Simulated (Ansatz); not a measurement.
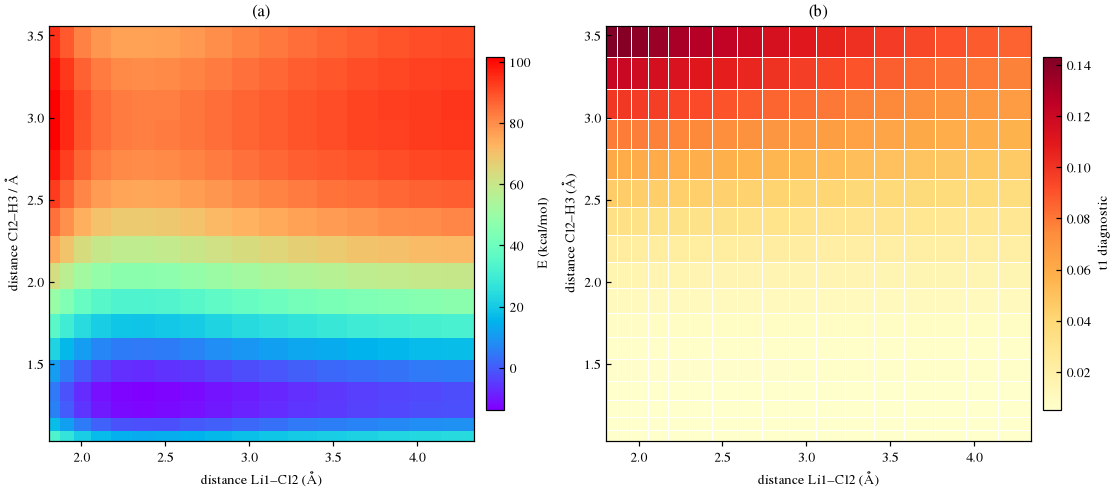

The system Li⁺ + ClH. Coordinates scanned: (1) distance Li1–Cl2; (2) distance Cl2–H3. Nothing is relaxed (the angle Li1–Cl2–H3 is fixed at 90 degrees). The scan uses a 17 × 17 grid. All energies are given in kcal/mol relative to Li with charge +1 far from the relaxed ClH (each part in its own basis). The restricted reference is unstable at some or all points, so the energies there are unreliable. Method: RHF-CCSD(T), frozen core/def2-TZVPD in Ansatz.

Panel (a) is the energy and panel (b) the computed t1 diagnostic on the same grid.

Drawn: one coloured cell a grid point.

Q: How does the t1 diagnostic vary over the map, and what is it at the lowest grid point?

A: Leaving out the highest fifth of the energies, it runs from 0.01  at distance Li1–Cl2 = 1.840 Å, distance Cl2–H3 = 1.064 Å to 0.14  at distance Li1–Cl2 = 2.001 Å, distance Cl2–H3 = 3.464 Å. At the lowest grid point, distance Li1–Cl2 = 2.369 Å, distance Cl2–H3 = 1.336 Å, it is 0.01 .
